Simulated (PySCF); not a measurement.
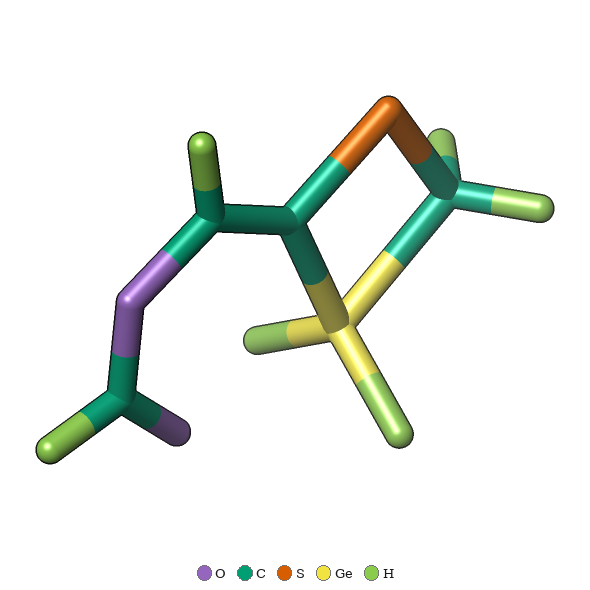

The computed structure is the end point of a GFN2-xTB optimisation. No frequency run is at hand to confirm it as a minimum. Method: CAM-B3LYP/def2-SVPD, gas phase (PySCF 2.14.0). Excitations: vertical, linear response.

Q: Give the HOMO–LUMO gap at this level.

A: 7.34 eV.

Q: Estimate the lowest vertical singlet excitation.

A: 4.61 eV.

Q: Estimate the dipole moment.

A: 1.11 D.

Q: Give the HOMO energy (Kohn–Sham orbital) at this level.

A: −7.31 eV.

The geometry is semi-empirical. Around Ge such bond lengths and angles can be off by a tenth of an ångström or more and by several degrees, and values that hang on the shape move with them.
